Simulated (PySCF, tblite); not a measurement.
# C20H11BO: electronic excitations, NMR shifts, part 1 of 2

What do calculations give for the electronic excitations, NMR shifts of C20H11BO (`B1C=c2ccc3ccc4ccc5cccc6c(c2c3c4c56)O1`)?

Programs: tblite 0.8.0 and PySCF 2.14.0, with routines of our own; each step states its level. All values are computed. Atoms count from 0.

### 1 The system as given

33 atoms, charge 0, multiplicity 1; geometry from: force field, distance geometry or constructed start.

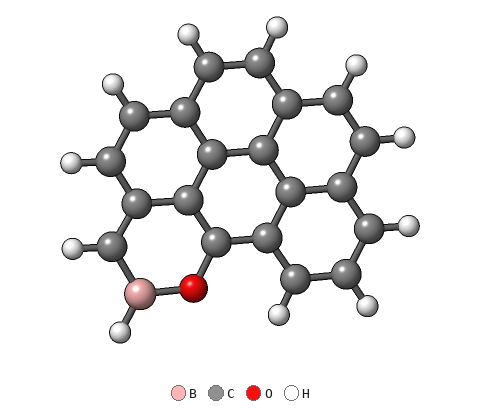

The starting geometry (boron pink, carbon grey, oxygen red, hydrogen white).

### 2 Optimising the geometry with GFN2-xTB

What the job is given:

```
{"job": {"kind": "relax", "xc": "GFN2-xTB", "basis": "xTB"}, "charge": 0, "multiplicity": 1}
B     -2.312500     3.351000     0.530500
C     -3.262800     2.117100     0.556100
C     -2.739600     0.872700     0.448300
C     -3.617300    -0.223200     0.472100
C     -3.131500    -1.530700     0.365600
C     -1.763000    -1.765000     0.209600
C     -1.273800    -3.073600     0.092400
C      0.097500    -3.309900    -0.052600
C      1.001800    -2.245000    -0.090400
C      2.370600    -2.478200    -0.238800
C      3.271000    -1.410500    -0.277900
C      2.810400    -0.091600    -0.161500
C      3.710300     0.984400    -0.191800
C      3.250400     2.294000    -0.085000
C      1.880900     2.555300     0.068300
C      0.955500     1.491300     0.113000
C     -0.421500     1.738800     0.259000
C     -1.343900     0.648400     0.293800
C     -0.861000    -0.672500     0.180400
C      0.524500    -0.915800     0.029000
C      1.426200     0.166000    -0.007700
O     -0.875500     3.062400     0.371700
H     -2.717500     4.462800     0.636200
H     -4.328900     2.274600     0.677100
H     -4.684900    -0.082400     0.594100
H     -3.836900    -2.357000     0.392600
H     -1.953000    -3.916600     0.120000
H      0.444200    -4.333600    -0.140900
H      2.753500    -3.487900    -0.332700
H      4.331500    -1.615400    -0.389500
H      4.780400     0.809800    -0.313800
H      3.947900     3.119600    -0.110200
H      1.556500     3.579600     0.152100
```

Command:

```bash
OMP_NUM_THREADS=1 python large_run.py task.json out
```

One launch serves the whole session: the jobs run in the order shown.

The program printed:

```text
step      E/eV     max force
  0   -1464.25929    3.142
  1   -1464.66380    1.897
  2   -1464.76541    0.919
  3   -1464.79814    0.761
  4   -1464.81906    0.561
  5   -1464.83773    0.461
  6   -1464.85614    0.427
  7   -1464.87149    0.302
  8   -1464.88187    0.282
  9   -1464.88808    0.189
 10   -1464.89206    0.166
 11   -1464.89517    0.136
 12   -1464.89805    0.111
 13   -1464.90028    0.102
 14   -1464.90197    0.124
 15   -1464.90336    0.105
 16   -1464.90450    0.063
 17   -1464.90541    0.050
 18   -1464.90616    0.046
 19   -1464.90674    0.041
 20   -1464.90711    0.033
 21   -1464.90731    0.026
 22   -1464.90744    0.020
 23   -1464.90752    0.019
```

It took 0.54 s on 1 thread of Arm Neoverse V1, shared host; peak memory 0.18 GiB.

The steps of the relaxation:

| step | energy from step 0 (eV) | largest force (eV/Å) |
| --- | --- | --- |
| 0 | 0.0000 | 3.1422 |
| 1 | -0.4045 | 1.8974 |
| 2 | -0.5061 | 0.9188 |
| 3 | -0.5389 | 0.7613 |
| 4 | -0.5598 | 0.5607 |
| 5 | -0.5784 | 0.4617 |
| 6 | -0.5969 | 0.4273 |
| 7 | -0.6122 | 0.3019 |
| 8 | -0.6226 | 0.2818 |
| 9 | -0.6288 | 0.1896 |
| 10 | -0.6328 | 0.1653 |
| 11 | -0.6359 | 0.1363 |
| 12 | -0.6388 | 0.1113 |
| 13 | -0.6410 | 0.1021 |
| 14 | -0.6427 | 0.1237 |
| 15 | -0.6441 | 0.1051 |
| 16 | -0.6452 | 0.0630 |
| 17 | -0.6461 | 0.0502 |
| 18 | -0.6469 | 0.0464 |
| 19 | -0.6474 | 0.0407 |
| 20 | -0.6478 | 0.0332 |
| 21 | -0.6480 | 0.0259 |
| 22 | -0.6481 | 0.0207 |
| 23 | -0.6482 | 0.0183 |

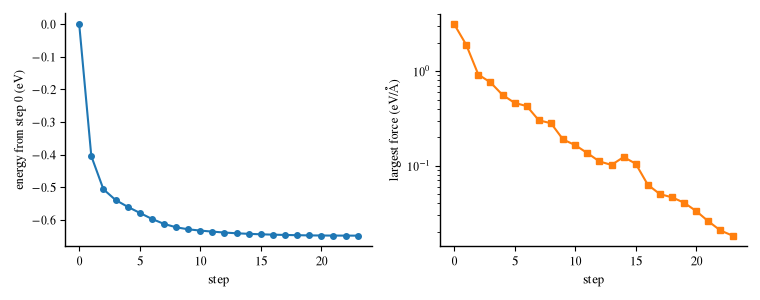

Energy and largest force along the relaxation.

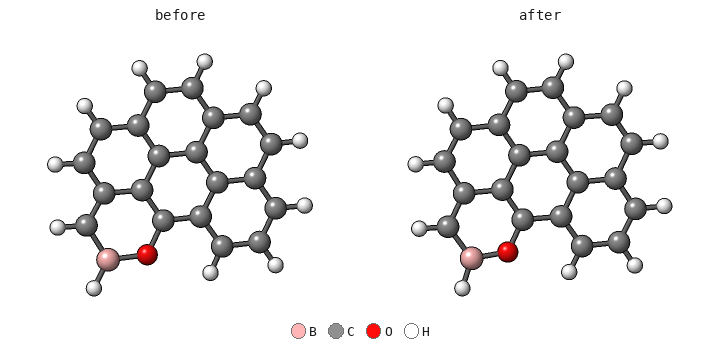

The geometry before (left) and after (right).

Close pairs (by a distance rule), those that changed most:

| bond | before (Å) | after (Å) | change (Å) |
| --- | --- | --- | --- |
| B0–O21 | 1.474 | 1.367 | -0.107 |
| C16–O21 | 1.404 | 1.328 | -0.076 |
| C3–C4 | 1.399 | 1.350 | -0.049 |
| C9–C10 | 1.397 | 1.355 | -0.042 |
| B0–C1 | 1.558 | 1.515 | -0.042 |
| C16–C17 | 1.429 | 1.392 | -0.037 |
| C15–C16 | 1.407 | 1.440 | +0.033 |
| C4–C5 | 1.397 | 1.430 | +0.032 |

The final coordinates are the input of the step that follows.

### 3 Vibrational analysis with GFN2-xTB

What the job is given:

```
{"job": {"kind": "ir", "xc": "GFN2-xTB", "basis": "xTB"}, "charge": 0, "multiplicity": 1}
B     -2.211562     3.300443     0.519373
C     -3.225193     2.174679     0.561301
C     -2.770093     0.878873     0.449270
C     -3.637089    -0.264387     0.477452
C     -3.160143    -1.522020     0.365285
C     -1.762553    -1.780220     0.211755
C     -1.257955    -3.085454     0.093530
C      0.085375    -3.314655    -0.053390
C      0.998911    -2.248469    -0.089987
C      2.397475    -2.455581    -0.241160
C      3.261676    -1.412599    -0.274063
C      2.804726    -0.068556    -0.158884
C      3.681134     1.020146    -0.190986
C      3.204568     2.311003    -0.077108
C      1.849137     2.552232     0.071913
C      0.940775     1.494792     0.109322
C     -0.473978     1.713932     0.262941
C     -1.359437     0.640284     0.296144
C     -0.869941    -0.692599     0.178235
C      0.516234    -0.925507     0.027006
C      1.417068     0.167039    -0.007060
O     -0.893304     2.969225     0.370584
H     -2.429790     4.448464     0.601932
H     -4.290915     2.323147     0.674796
H     -4.696781    -0.086071     0.592936
H     -3.831413    -2.369857     0.389470
H     -1.949376    -3.916068     0.120072
H      0.459634    -4.324976    -0.143290
H      2.755811    -3.471334    -0.329483
H      4.322891    -1.579771    -0.389195
H      4.740157     0.838838    -0.306468
H      3.894514     3.141819    -0.104034
H      1.479273     3.562300     0.160729
```

The program printed:

```text
mode    cm-1     km/mol
  1      65.0      0.49
  2      83.1      0.27
  3     117.6      0.27
  4     165.2      0.07
  5     180.7      0.89
  6     246.1      0.06
  7     262.5      0.29
  8     266.8      0.30
  9     273.9      0.59
 10     354.9      0.24
 11     369.0      0.10
 12     370.4      0.08
 13     406.0      0.05
 14     412.0      0.87
 15     438.3      0.89
 16     447.8      0.68
 17     461.5      0.15
 18     484.8      1.49
 19     489.6      1.26
 20     507.4      2.08
 21     541.4      0.45
 22     555.5      0.10
 23     556.6      3.39
 24     589.0      1.66
 25     609.6      0.09
 26     629.1      0.07
 27     667.8      0.75
 28     685.2      5.72
 29     700.4      6.96
 30     725.3      2.85
 31     725.4      1.67
 32     732.2     34.99
 33     747.6      1.18
 34     759.6      4.86
 35     783.3      9.06
 36     807.9      0.43
 37     830.4      9.95
 38     830.6      5.32
 39     850.5      9.49
 40     865.6     54.22
 41     888.9      2.83
 42     891.1      0.83
 43     912.9      0.17
 44     919.3      0.03
 45     921.2      0.24
 46     925.0      0.55
 47     925.9      0.02
 48     953.5      6.64
 49     996.9      5.36
 50    1036.3      1.18
 51    1078.5      4.83
 52    1115.8      3.31
 53    1144.2      0.53
 54    1154.6      4.25
 55    1167.2      2.24
 56    1179.2      9.10
 57    1185.1      1.07
 58    1197.4      4.63
 59    1220.1      0.58
 60    1223.8     31.04
 61    1235.6      1.22
 62    1244.9     23.71
 63    1272.4     11.29
 64    1317.7     18.83
 65    1324.5     12.22
 66    1343.5      7.10
 67    1355.5     22.29
 68    1382.1      1.53
 69    1399.6      1.11
 70    1407.8      2.79
 71    1420.4      6.15
 72    1425.7      9.49
 73    1451.2      4.71
 74    1462.7     11.22
 75    1494.5      5.68
 76    1500.7     30.87
 77    1527.1     21.97
 78    1554.2     41.09
 79    1564.8     11.08
 80    1576.9      5.68
 81    1605.7      0.46
 82    1610.2      7.97
 83    2634.2    284.50
 84    3060.7     31.19
 85    3062.3     45.64
 86    3066.2      9.04
 87    3070.6      4.10
 88    3073.9      4.40
 89    3078.2     41.07
 90    3080.0    126.63
 91    3083.5     54.84
 92    3085.9    101.06
 93    3100.7     14.66
```

Run time: 3.9 s. Hardware: 1 thread of Arm Neoverse V1, shared host; peak memory 0.18 GiB.

Which atoms move in the most intense modes:

| cm⁻¹ | km/mol | atoms |
| --- | --- | --- |
| 866 | 54.2 | H23 40 %, C1 14 % |
| 1554 | 41.1 | C14 15 %, C13 11 % |
| 2634 | 284.5 | H22 92 % |
| 3062 | 45.6 | H23 53 %, H25 33 % |
| 3078 | 41.1 | H26 35 %, H27 31 %, H24 21 % |
| 3080 | 126.6 | H24 53 %, H25 14 %, H26 13 % |
| 3084 | 54.8 | H29 28 %, H31 25 %, H28 24 % |
| 3086 | 101.1 | H31 27 %, H30 25 %, H29 22 %, H28 12 % |

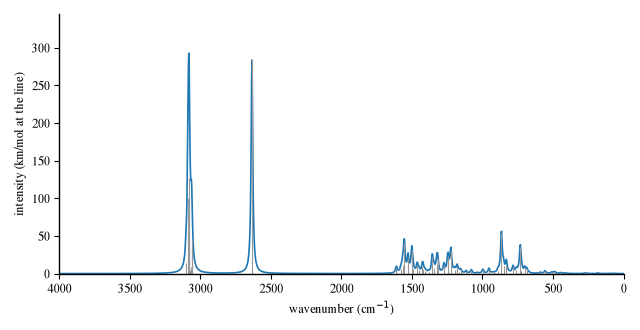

The infrared spectrum from these modes, unscaled. Lines are broadened to a width of 14 cm⁻¹ (Lorentzian).

### 4 Electronic excitations: TDA CAM-B3LYP/def2-SVP

The job, as its differences from that of step 3:

```diff
@@ -1,2 +1,2 @@
-{"job": {"kind": "ir", "xc": "GFN2-xTB", "basis": "xTB"}, "charge": 0, "multiplicity": 1}
+{"job": {"kind": "uv", "basis": "def2-SVP", "grid": 1, "kgrid": 0, "vcut": 1.5, "nstates": 6, "ntriplets": 2, "tda": true, "delta": ["ip_vertical"], "pop": true, "xc": "CAM-B3LYP"}, "charge": 0, "multiplicity": 1}
 B     -2.211562     3.300443     0.519373
```

Method: TDA CAM-B3LYP/def2-SVP, vertical, gas phase, core orbitals frozen in the response, virtual orbitals cut by energy.

The program printed:

```text
start: PBE on a coarse grid of 28936 points
cycle   1  E = -866.8696151582  dE =  3.864e+00  |g| = 8.297e-01  |ddm| = 9.185e+00
cycle   2  E = -866.5586704241  dE =  3.109e-01  |g| = 1.408e+00  |ddm| = 3.213e+00
cycle   3  E = -867.0004901003  dE = -4.418e-01  |g| = 4.272e-01  |ddm| = 2.312e+00
cycle   4  E = -867.0492011083  dE = -4.871e-02  |g| = 1.513e-01  |ddm| = 7.949e-01
cycle   5  E = -867.0547148374  dE = -5.514e-03  |g| = 8.964e-02  |ddm| = 3.186e-01
cycle   6  E = -867.0567391563  dE = -2.024e-03  |g| = 2.507e-02  |ddm| = 1.359e-01
cycle   7  E = -867.0568667898  dE = -1.276e-04  |g| = 1.429e-02  |ddm| = 5.321e-02
cycle   8  E = -867.0569261517  dE = -5.936e-05  |g| = 3.824e-03  |ddm| = 2.286e-02
final grid: 127924 points
cycle   9  E = -867.8352030359  dE = -1.392e-02  |g| = 6.015e-02  |ddm| = 8.400e-01
cycle  10  E = -867.8354753568  dE = -2.723e-04  |g| = 6.764e-02  |ddm| = 1.735e-01
cycle  11  E = -867.8363383315  dE = -8.630e-04  |g| = 1.089e-02  |ddm| = 8.029e-02
cycle  12  E = -867.8363833777  dE = -4.505e-05  |g| = 5.383e-03  |ddm| = 2.761e-02
cycle  13  E = -867.8363974249  dE = -1.405e-05  |g| = 1.834e-03  |ddm| = 9.853e-03
cycle  14  E = -867.8363987270  dE = -1.302e-06  |g| = 6.364e-04  |ddm| = 4.500e-03
cycle  15  E = -867.8363987945  dE = -6.759e-08  |g| = 2.406e-04  |ddm| = 2.776e-03
cycle  16  E = -867.8363976974  dE =  1.097e-06  |g| = 8.867e-05  |ddm| = 7.532e-04
converged SCF energy = -867.8363976974
Vertical ionisation energy (delta-SCF) = 7.0049 eV   <S^2> = 0.828

Static polarisability (au): isotropic 246.008, principal 86.548 307.182 344.293

Singlet excitations
state   eV       nm        f      main configurations
  1   3.3794    366.9   0.49795   H->L 0.91
  2   3.7983    326.4   0.01239   H-1->L 0.49, H->L+1 0.41
  3   4.4408    279.2   0.02794   H-2->L 0.62, H-3->L 0.27
  4   4.6484    266.7   0.00569   H->L+3 0.88
  5   4.8331    256.5   0.29335   H->L+2 0.45, H->L+1 0.20, H-2->L 0.12
  6   4.9637    249.8   0.01112   H-3->L 0.51, H-2->L 0.15, H-1->L+1 0.15

Triplet excitations (Tamm-Dancoff, eV): 1.8858 3.1223
```

Wall time 2.9 min (1 thread of Arm Neoverse V1, shared host); peak memory 0.72 GiB.

Frontier orbitals and where they lie:

| orbital | eV | atoms |
| --- | --- | --- |
| HOMO−4 | -9.30 | C7 13 %, C14 10 %, C8 10 % |
| HOMO−3 | -8.75 | C4 15 %, C3 14 %, C12 14 % |
| HOMO−2 | -8.40 | C10 14 %, C9 14 %, C19 13 % |
| HOMO−1 | -7.81 | C6 18 %, C13 11 %, C11 9 % |
| HOMO | -6.58 | C1 16 %, C5 10 %, C12 8 % |
| LUMO | -1.47 | C1 11 %, C16 9 %, C12 9 % |
| LUMO+1 | -0.14 | C6 13 %, C7 12 %, C11 9 % |
| LUMO+2 | 0.57 | C2 10 %, C10 9 %, C13 8 % |
| LUMO+3 | 0.62 | C17 16 %, C20 14 %, C3 9 % |

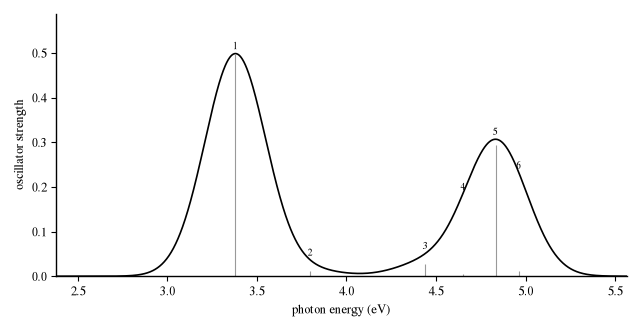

Absorption spectrum from the 6 singlet states computed; above the last one it falls off for lack of states. Lines are broadened to a width of 0.40 eV (Gaussian).

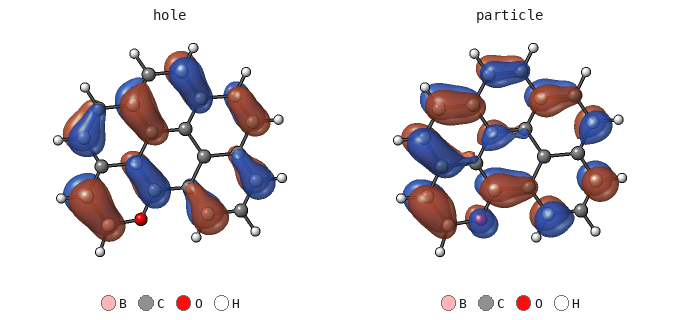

Leading natural transition orbitals of singlet state 1: the electron leaves the hole (left) for the particle orbital (right).

Further results of this job:

| property | computed |
| --- | --- |
| dipole moment (D) | 2.81 |
| polarisability (Å³) | 36.45 |
| HOMO–LUMO gap (eV) | 5.12 |
| −ε(HOMO) (eV) | 6.58 |

The fields below are evaluated on a grid from the run's orbitals.

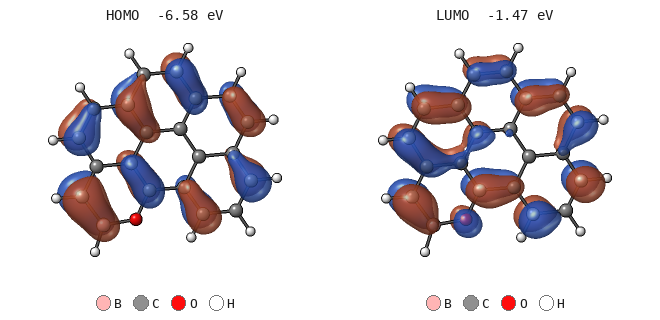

Frontier orbitals at CAM-B3LYP/def2-SVP; each surface holds 70 % of the orbital's density, blue and red mark the sign.

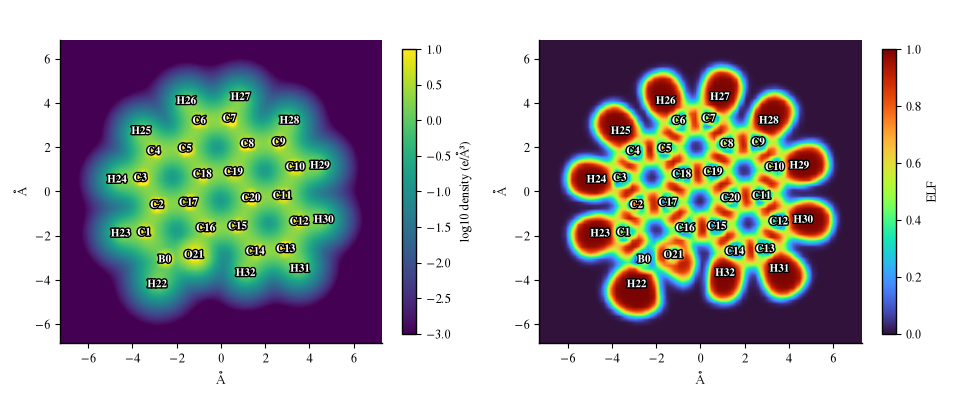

Density (left) and ELF (right) in a plane through or near 33 of the atoms.

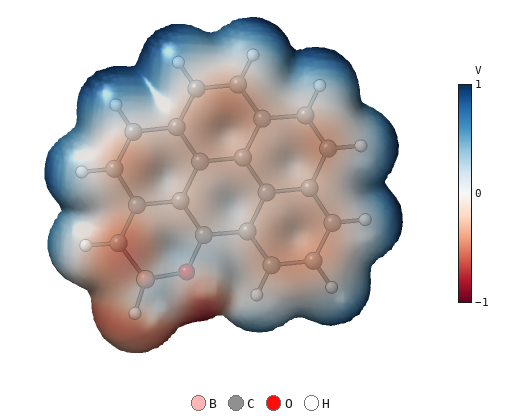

The potential that a unit positive charge feels on the 0.002 e/bohr³ surface, from -0.68 V near O21 to 1.00 V near H25.

(Continued in part 2 of 2.)
